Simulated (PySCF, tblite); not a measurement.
# C₇H₉NSi: geometry, infrared bands and NMR shifts

Wanted: the infrared bands and NMR shifts of C₇H₉NSi (`[H]/N=C\C1=C[C@@]2([SiH3])C=C[C@@H]12`), by calculation.

Computed with tblite 0.8.0 and PySCF 2.14.0, with density-fitted response routines of our own, on a single molecule in the gas phase. Atoms are numbered from 0 throughout.

## 1. Starting geometry

18 atoms, charge 0, multiplicity 1; geometry from: force field or distance geometry start.

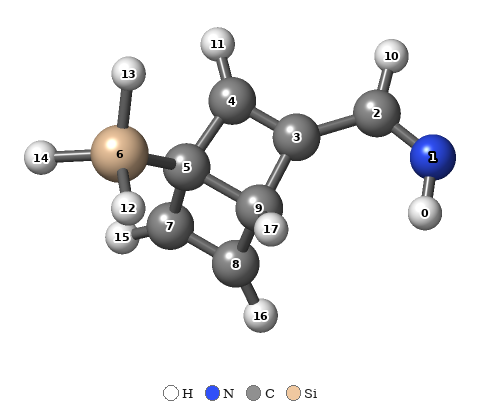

The starting geometry (hydrogen white, nitrogen blue, carbon grey, silicon light orange), atoms numbered.

## 2. Geometry optimisation with GFN2-xTB

Job settings and geometry (Å):

```
{"job": {"kind": "relax", "xc": "GFN2-xTB", "basis": "xTB"}, "charge": 0, "multiplicity": 1}
H      2.578600    -1.772900     1.201000
N      3.156700    -0.994300     0.811200
C      2.637400    -0.003000     0.199300
C      1.186900     0.125900    -0.025600
C      0.476000     1.054900    -0.617600
C     -0.776100     0.347700    -0.349200
Si    -2.049000     1.244400     0.635400
C     -1.208500    -0.693700    -1.259300
C     -0.490500    -1.648000    -0.653000
C      0.025400    -0.701400     0.338100
H      3.332200     0.757600    -0.167800
H      0.708300     1.980400    -1.129300
H     -2.528400     0.530800     1.819300
H     -1.472800     2.567800     0.987200
H     -3.185900     1.551300    -0.250100
H     -1.885400    -0.714100    -2.114800
H     -0.357100    -2.714100    -0.830500
H     -0.156600    -0.912900     1.393900
```

Launch:

```bash
$ OMP_NUM_THREADS=1 python probes_run.py task.json out
```

The driver reads the jobs from task.json and runs them one after another.

The log of the run:

```text
step      E/eV     max force
  0    -654.84555    3.720
  1    -655.15599    2.258
  2    -655.27343    0.777
  3    -655.32113    0.482
  4    -655.34654    0.386
  5    -655.35948    0.288
  6    -655.36887    0.210
  7    -655.38003    0.219
  8    -655.38866    0.260
  9    -655.39680    0.215
 10    -655.40202    0.200
 11    -655.40550    0.128
 12    -655.40782    0.137
 13    -655.40995    0.141
 14    -655.41166    0.137
 15    -655.41357    0.115
 16    -655.41531    0.144
 17    -655.41664    0.103
 18    -655.41750    0.077
 19    -655.41817    0.084
 20    -655.41872    0.060
 21    -655.41911    0.050
 22    -655.41939    0.034
 23    -655.41964    0.043
 24    -655.41992    0.045
 25    -655.42025    0.052
 26    -655.42063    0.038
 27    -655.42105    0.048
 28    -655.42154    0.058
 29    -655.42205    0.056
 30    -655.42251    0.043
 31    -655.42287    0.044
 32    -655.42319    0.047
 33    -655.42355    0.047
 34    -655.42397    0.044
 35    -655.42448    0.054
 36    -655.42503    0.070
 37    -655.42564    0.075
 38    -655.42636    0.067
 39    -655.42722    0.065
 40    -655.42816    0.071
 41    -655.42900    0.084
 42    -655.42971    0.079
 43    -655.43029    0.055
 44    -655.43069    0.052
 45    -655.43095    0.039
 46    -655.43116    0.035
 47    -655.43138    0.038
 48    -655.43167    0.047
 49    -655.43202    0.053
 50    -655.43239    0.043
 51    -655.43275    0.053
 52    -655.43312    0.054
 53    -655.43348    0.047
 54    -655.43383    0.058
 55    -655.43418    0.067
 56    -655.43466    0.066
 57    -655.43551    0.076
 58    -655.43642    0.085
 59    -655.43738    0.068
 60    -655.43813    0.064
 61    -655.43861    0.064
 62    -655.43888    0.069
 63    -655.43926    0.053
 64    -655.43973    0.049
 65    -655.44035    0.068
 66    -655.44107    0.086
 67    -655.44174    0.067
 68    -655.44214    0.035
 69    -655.44240    0.033
 70    -655.44270    0.046
 71    -655.44315    0.063
 72    -655.44369    0.062
 73    -655.44416    0.046
 74    -655.44441    0.065
 75    -655.44478    0.070
 76    -655.44507    0.060
 77    -655.44571    0.046
 78    -655.44612    0.055
 79    -655.44670    0.046
 80    -655.44703    0.046
 81    -655.44724    0.049
 82    -655.44745    0.047
 83    -655.44774    0.062
 84    -655.44826    0.078
 85    -655.44888    0.067
 86    -655.44941    0.035
 87    -655.44968    0.027
 88    -655.44981    0.024
 89    -655.44992    0.023
 90    -655.45006    0.030
 91    -655.45021    0.038
 92    -655.45038    0.030
 93    -655.45051    0.024
 94    -655.45060    0.019
 95    -655.45066    0.017
 96    -655.45070    0.015
 97    -655.45075    0.015
 98    -655.45081    0.021
 99    -655.45088    0.024
100    -655.45095    0.024
101    -655.45103    0.021
102    -655.45112    0.020
103    -655.45122    0.025
104    -655.45131    0.025
105    -655.45138    0.023
106    -655.45144    0.019
107    -655.45150    0.019
108    -655.45156    0.022
109    -655.45161    0.021
110    -655.45167    0.018
111    -655.45174    0.018
112    -655.45181    0.020
113    -655.45186    0.018
114    -655.45190    0.017
115    -655.45193    0.016
116    -655.45196    0.014
117    -655.45198    0.009
```

Wall time 1.6 s (1 thread of Arm Neoverse N1, shared host); peak memory 0.18 GiB.

The steps of the relaxation: (not every step is listed)

| step | energy from step 0 (eV) | largest force (eV/Å) |
| --- | --- | --- |
| 0 | 0.0000 | 3.7200 |
| 1 | -0.3104 | 2.2577 |
| 2 | -0.4279 | 0.7770 |
| 3 | -0.4756 | 0.4824 |
| 4 | -0.5010 | 0.3861 |
| 5 | -0.5139 | 0.2883 |
| 6 | -0.5233 | 0.2096 |
| 7 | -0.5345 | 0.2188 |
| 8 | -0.5431 | 0.2599 |
| 18 | -0.5720 | 0.0765 |
| 28 | -0.5760 | 0.0578 |
| 38 | -0.5808 | 0.0667 |
| 48 | -0.5861 | 0.0466 |
| 58 | -0.5909 | 0.0850 |
| 68 | -0.5966 | 0.0346 |
| 78 | -0.6006 | 0.0547 |
| 88 | -0.6043 | 0.0242 |
| 98 | -0.6053 | 0.0207 |
| 108 | -0.6060 | 0.0224 |
| 112 | -0.6063 | 0.0197 |
| 113 | -0.6063 | 0.0177 |
| 114 | -0.6064 | 0.0170 |
| 115 | -0.6064 | 0.0160 |
| 116 | -0.6064 | 0.0145 |
| 117 | -0.6064 | 0.0091 |

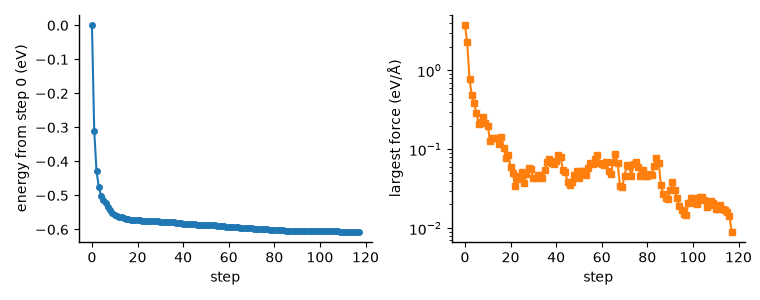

Energy and force, step by step.

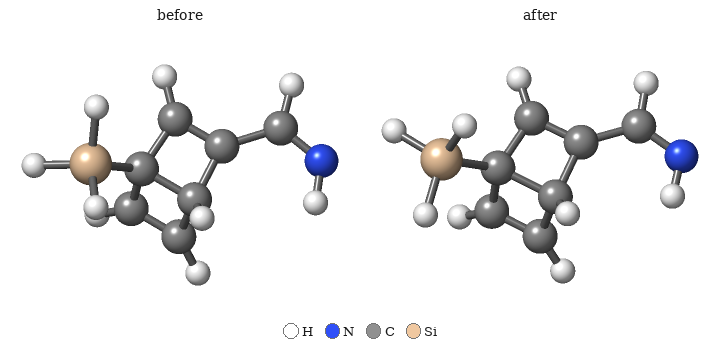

The geometry before (left) and after (right).

Distances of close pairs at the start and the end, largest changes first:

| bond | before (Å) | after (Å) | change (Å) |
| --- | --- | --- | --- |
| C5–C9 | 1.488 | 1.567 | +0.078 |
| C5–C7 | 1.449 | 1.516 | +0.067 |
| C3–C9 | 1.472 | 1.518 | +0.047 |
| C5–Si6 | 1.842 | 1.888 | +0.046 |
| C8–C9 | 1.464 | 1.507 | +0.042 |
| C4–C5 | 1.463 | 1.504 | +0.041 |
| C3–C4 | 1.311 | 1.344 | +0.033 |
| C2–C3 | 1.473 | 1.441 | -0.032 |

The end geometry stands in the next job.

## 3. Infrared spectrum with GFN2-xTB

Job settings and geometry (Å):

```
{"job": {"kind": "ir", "xc": "GFN2-xTB", "basis": "xTB"}, "charge": 0, "multiplicity": 1}
H      2.625147    -1.698205     1.062703
N      3.254437    -0.994398     0.673814
C      2.659114    -0.031255     0.112436
C      1.236974     0.155641    -0.029879
C      0.447567     1.025306    -0.683341
C     -0.833701     0.360880    -0.259534
Si    -2.178330     1.364735     0.605337
C     -1.206058    -0.801752    -1.157724
C     -0.452215    -1.680439    -0.505328
C      0.075151    -0.675120     0.485620
H      3.286091     0.744050    -0.323111
H      0.625403     1.866313    -1.327651
H     -3.143420     0.429721     1.182283
H     -1.538082     2.169990     1.645824
H     -2.819032     2.225087    -0.390422
H     -1.830015    -0.835608    -2.030616
H     -0.232867    -2.725805    -0.618860
H      0.015077    -0.892824     1.546793
```

The log of the run:

```text
mode    cm-1     km/mol
  1      67.0      0.82
  2      88.6      0.06
  3     126.9      0.68
  4     134.5      1.48
  5     183.0      1.39
  6     229.1      1.60
  7     338.3      1.50
  8     388.6      1.89
  9     425.6      1.37
 10     523.1     41.05
 11     528.1     16.57
 12     545.0     56.52
 13     591.4     13.51
 14     679.1     19.10
 15     764.3      5.01
 16     773.1    189.10
 17     775.1    161.07
 18     783.2    520.13
 19     791.4      7.75
 20     805.2      2.43
 21     832.7     20.40
 22     851.8      3.90
 23     969.7     12.57
 24     985.5     13.64
 25    1004.4      3.88
 26    1025.0     27.77
 27    1043.4     12.80
 28    1065.6     38.93
 29    1082.3      5.65
 30    1136.1      6.53
 31    1149.0     24.44
 32    1154.2     65.58
 33    1214.4     21.87
 34    1236.3     45.08
 35    1264.5      0.88
 36    1342.0     65.82
 37    1625.7     58.68
 38    1640.8     23.76
 39    1674.9    232.59
 40    2269.6    273.44
 41    2274.6    264.58
 42    2281.7    311.70
 43    2990.5     52.41
 44    3015.8     44.58
 45    3117.2     25.29
 46    3122.9     39.16
 47    3137.6     57.85
 48    3298.2     21.05
```

Run time: 1.3 s. Hardware: 1 thread of Arm Neoverse N1, shared host; peak memory 0.18 GiB.

The strongest bands and the atoms that carry them (share of the mass-weighted mode):

| cm⁻¹ | km/mol | atoms |
| --- | --- | --- |
| 773 | 189.1 | H14 50 %, H12 32 % |
| 775 | 161.1 | H13 56 %, H12 33 % |
| 783 | 520.1 | H14 32 %, H13 31 %, H12 27 % |
| 1342 | 65.8 | H10 45 %, H0 29 %, C2 14 % |
| 1675 | 232.6 | C2 58 %, N1 39 % |
| 2270 | 273.4 | H14 97 % |
| 2275 | 264.6 | H13 96 % |
| 2282 | 311.7 | H12 95 % |

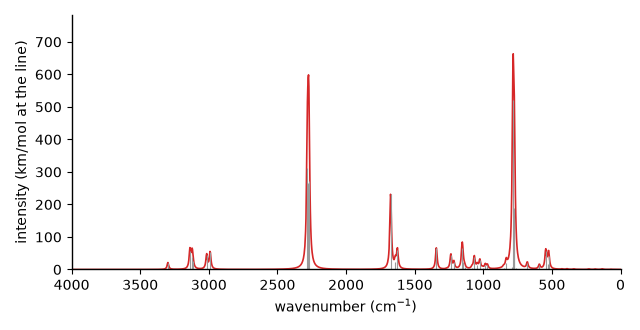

The infrared spectrum from these modes, unscaled. Lines are broadened to a width of 14 cm⁻¹ (Lorentzian).

## 4. Shielding tensors: PBE0/pcSseg-1

Settings changed since step 3:

```diff
@@ -1,2 +1,2 @@
-{"job": {"kind": "ir", "xc": "GFN2-xTB", "basis": "xTB"}, "charge": 0, "multiplicity": 1}
+{"job": {"kind": "nmr", "xc": "PBE0", "basis": "pcSseg-1"}, "charge": 0, "multiplicity": 1}
 H      2.625147    -1.698205     1.062703
```

Level: GIAO PBE0/pcSseg-1 NMR shielding, non-relativistic, gas phase.

The log of the run:

```text
coarse grid: 15872 points
cycle   1  E = -615.5957755670  dE =  1.553e+00  |g| = 4.397e-01  |ddm| = 4.118e+00
cycle   2  E = -615.5576327615  dE =  3.814e-02  |g| = 6.176e-01  |ddm| = 1.274e+00
cycle   3  E = -615.6421581088  dE = -8.453e-02  |g| = 1.274e-01  |ddm| = 7.496e-01
cycle   4  E = -615.6454955649  dE = -3.337e-03  |g| = 5.162e-02  |ddm| = 1.759e-01
cycle   5  E = -615.6461048058  dE = -6.092e-04  |g| = 1.612e-02  |ddm| = 7.400e-02
cycle   6  E = -615.6461586384  dE = -5.383e-05  |g| = 6.934e-03  |ddm| = 2.184e-02
cycle   7  E = -615.6461700289  dE = -1.139e-05  |g| = 1.888e-03  |ddm| = 8.770e-03
cycle   8  E = -615.6461708605  dE = -8.316e-07  |g| = 3.529e-04  |ddm| = 2.130e-03
final grid: 149728 points
cycle   9  E = -615.6992118827  dE = -4.163e-05  |g| = 7.680e-03  |ddm| = 5.650e-02
cycle  10  E = -615.6992061496  dE =  5.733e-06  |g| = 9.268e-03  |ddm| = 2.074e-02
cycle  11  E = -615.6992269123  dE = -2.076e-05  |g| = 1.202e-03  |ddm| = 1.065e-02
cycle  12  E = -615.6992272152  dE = -3.029e-07  |g| = 4.037e-04  |ddm| = 1.341e-03
cycle  13  E = -615.6992272487  dE = -3.355e-08  |g| = 1.363e-04  |ddm| = 4.873e-04
cycle  14  E = -615.6992272528  dE = -4.118e-09  |g| = 3.495e-05  |ddm| = 1.636e-04
cycle  15  E = -615.6992272531  dE = -2.635e-10  |g| = 1.204e-05  |ddm| = 5.086e-05
converged SCF energy = -615.6992272531

GIAO shielding tensors (ppm)
atom      isotropic    diamagn.    paramagn.     s11        s22        s33       span
  0 H       20.758      37.257     -16.499     10.451     24.124     27.700     17.250
  1 N      -81.985     325.617    -407.602   -414.223    -92.240    260.509    674.731
  2 C       20.109     246.786    -226.678    -93.281     27.489    126.118    219.398
  3 C       30.754     260.701    -229.947    -64.108     11.648    144.722    208.830
  4 C       30.629     250.735    -220.106    -65.456      2.562    154.781    220.238
  5 C      138.978     256.020    -117.042    110.005    147.184    159.745     49.740
  6 Si     422.371     880.138    -457.767    400.344    404.886    461.883     61.539
  7 C       30.439     253.267    -222.828    -82.984     21.218    153.082    236.067
  8 C       37.599     254.182    -216.583    -74.863     25.322    162.339    237.202
  9 C      135.169     248.035    -112.866    108.261    138.808    158.437     50.176
 10 H       23.318      27.268      -3.950     21.180     21.916     26.858      5.678
 11 H       24.743      34.172      -9.428     23.216     24.938     26.075      2.860
 12 H       27.697      28.888      -1.192     24.288     26.132     32.670      8.383
 13 H       27.775      28.986      -1.211     24.364     26.300     32.661      8.297
 14 H       27.379      28.843      -1.464     24.302     25.322     32.514      8.212
 15 H       24.825      32.497      -7.672     23.427     24.977     26.069      2.642
 16 H       24.793      32.534      -7.741     23.293     25.209     25.878      2.586
 17 H       27.818      33.036      -5.218     25.232     27.899     30.322      5.090
```

Run time: 89 s. Hardware: 1 thread of Arm Neoverse N1, shared host; peak memory 0.93 GiB.

The references, computed at this level on geometries of the same kind, shield at (ppm): 1H TMS 31.72, 13C TMS 186.9, 29Si TMS 349.2, 15N NH3 267.7. Their shielding less the atom's gives the shift. The references are single molecules in the gas phase, so shifts against H2O, NH3, PH3, H3PO4 or CFCl3 are not on the usual liquid scales and can be off by tens of ppm. Atoms listed in one row are averaged.

| atoms | environment | σ (ppm) | δ (ppm) | δ scaled to CDCl3 |
| --- | --- | --- | --- | --- |
| C2 | C=N carbon | 20.1 | 166.8 | 160.9 |
| C7 | alkene CH | 30.4 | 156.5 | 150.8 |
| C4 | alkene CH | 30.6 | 156.3 | 150.6 |
| C3 | fully substituted alkene carbon | 30.8 | 156.2 | 150.5 |
| C8 | alkene CH | 37.6 | 149.3 | 143.8 |
| C9 | allylic sp3 CH | 135.2 | 51.8 | 48.6 |
| C5 | allylic fully substituted sp3 carbon bonded to Si | 139.0 | 47.9 | 44.9 |
| H0 | hydrogen on an imine nitrogen | 20.76 | 10.96 | – |
| H10 | hydrogen on a C=N carbon | 23.32 | 8.40 | 8.02 |
| H11 | hydrogen on an alkene CH | 24.74 | 6.97 | 6.68 |
| H16 | hydrogen on an alkene CH | 24.79 | 6.92 | 6.63 |
| H15 | hydrogen on an alkene CH | 24.82 | 6.89 | 6.60 |
| H12, H13, H14 | hydrogen on a silicon bonded to C | 27.62 | 4.10 | – |
| H17 | hydrogen on an allylic sp3 CH | 27.82 | 3.90 | 3.78 |
| N1 | imine nitrogen | -82.0 | 349.7 | – |
| Si6 | silicon bonded to C, 3 H | 422.4 | -73.2 | – |

The scaled column applies a straight-line fit of computed shieldings to shifts measured in CDCl3 (root-mean-square error 0.16 ppm for H, 1.9 ppm for C).

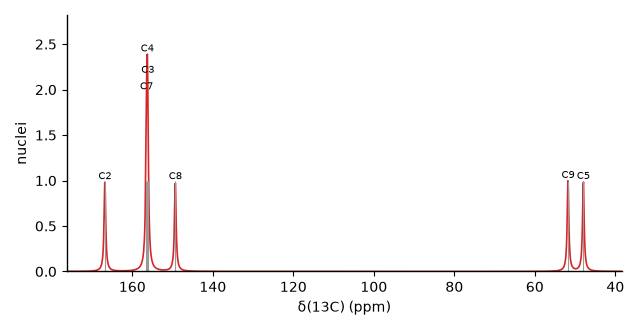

13C lines at the computed shifts, without couplings. Lines are broadened to a width of 0.48 ppm (Lorentzian).

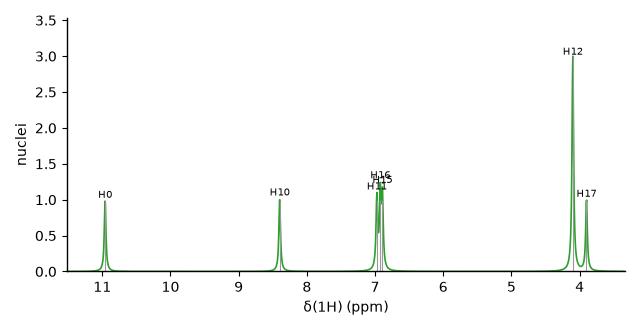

1H lines at the computed shifts, without couplings. Lines are broadened to a width of 0.03 ppm (Lorentzian).

The run also stored atomic charges by several schemes (e):

| atoms | Mulliken | IAO | Hirshfeld | ESP fit |
| --- | --- | --- | --- | --- |
| N1 | -0.34 | -0.43 | -0.23 | -0.80 |
| C2 | 0.13 | 0.03 | 0.04 | 0.51 |
| C3 | -0.09 | -0.04 | -0.01 | -0.19 |
| C4 | 0.04 | -0.14 | -0.03 | -0.24 |
| C5 | -0.54 | -0.23 | -0.08 | 0.10 |
| Si6 | 0.59 | 0.60 | 0.31 | 0.30 |
| C7 | 0.00 | -0.15 | -0.05 | -0.22 |
| C8 | -0.03 | -0.16 | -0.05 | -0.19 |
| C9 | -0.13 | -0.13 | -0.03 | -0.03 |

IAO charges:

H0 0.24; N1 -0.43; C2 0.03; C3 -0.04; C4 -0.14; C5 -0.23; Si6 0.60; C7 -0.15; C8 -0.16; C9 -0.13; H10 0.15; H11 0.15; H12 -0.11; H13 -0.11; H14 -0.12; H15 0.15; H16 0.15; H17 0.15

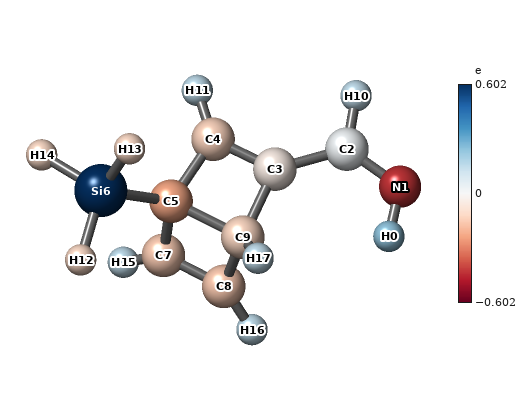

IAO charges, as colours on the atoms.

Mayer bond orders: N1–C2 2.02, C2–C3 1.04, C3–C4 1.65, C4–C5 1.00, C5–Si6 0.81, C5–C7 0.99, C7–C8 1.79, C8–C9 1.00, C9–C3 0.98, C9–C5 0.96.

Ring of atoms C3, C4, C5, C9: NICS(0) -4.0, NICS(1) -3.1, NICS(1)zz -3.7 ppm (means of both faces).

Ring of atoms C5, C7, C8, C9: NICS(0) -2.3, NICS(1) -2.7, NICS(1)zz -2.9 ppm (means of both faces).

Orbitals, density, ELF and potential are computed afterwards from the orbital file.

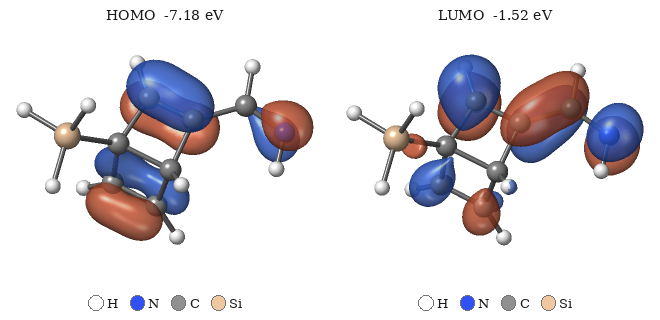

Frontier orbitals at PBE0/pcSseg-1; each surface holds 70 % of the orbital's density, blue and red mark the sign.

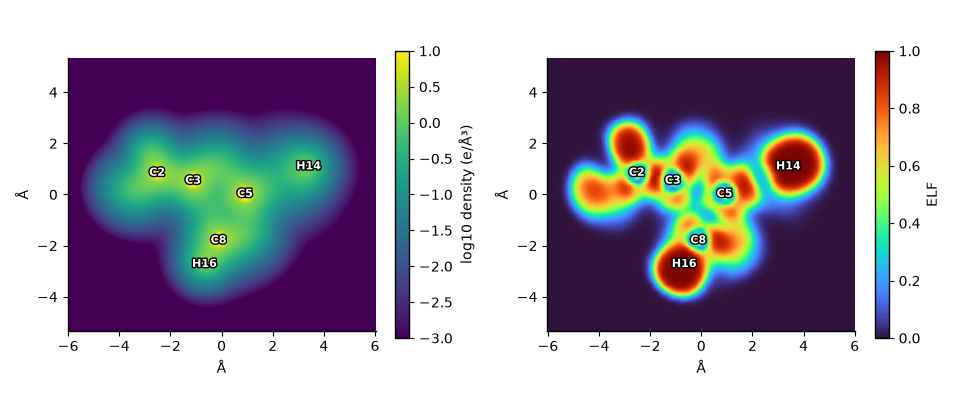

Density (left) and ELF (right) in a plane through or near 6 of the atoms.

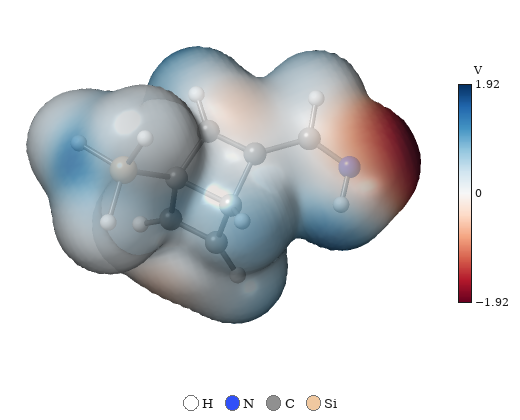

The potential that a unit positive charge feels on the 0.002 e/bohr³ surface, from -1.92 V near N1 to 1.22 V near H0.

## 5. Results

```
                                                              quantity                                              value
                             strongest single infrared mode (GFN2-xTB)                               783 cm⁻¹, 520 km/mol
                                          zero-point energy (GFN2-xTB)                                      82.0 kcal/mol
                                13C shifts against TMS (PBE0/pcSseg-1)  166.8, 156.5, 156.3, 156.2, 149.3, 51.8, 47.9 ppm
1H shifts against TMS (PBE0/pcSseg-1, means over atoms taken as alike)      10.96, 8.40, 6.97, 6.92, 6.89, 4.10, 3.90 ppm
                                15N shifts against NH3 (PBE0/pcSseg-1)                                          349.7 ppm
                               29Si shifts against TMS (PBE0/pcSseg-1)                                          -73.2 ppm
                                 surface potential, least and greatest                                 -1.92 V and 1.22 V
```

In words: The optimisation took 117 steps and gained 0.606 eV; among the close pairs (by a distance rule), C5–C9 changed most, from 1.488 to 1.567 Å. No mode is imaginary among the 48: a minimum at this level. The strongest single mode, at 783 cm⁻¹, is spread over several atoms, H14, H13, H12 among them. Unscaled tight-binding wavenumbers are off by several per cent, some by more. Its intensities can rank the bands wrongly. At PBE0/pcSseg-1: Shielding is most anisotropic at N1 (span 675 ppm, paramagnetic term -408 ppm). By nearest atom (PBE0/pcSseg-1), the HOMO sits on C3, C4 about 23 % each; N1 14 % and the LUMO on C4 23 %; N1 20 %.
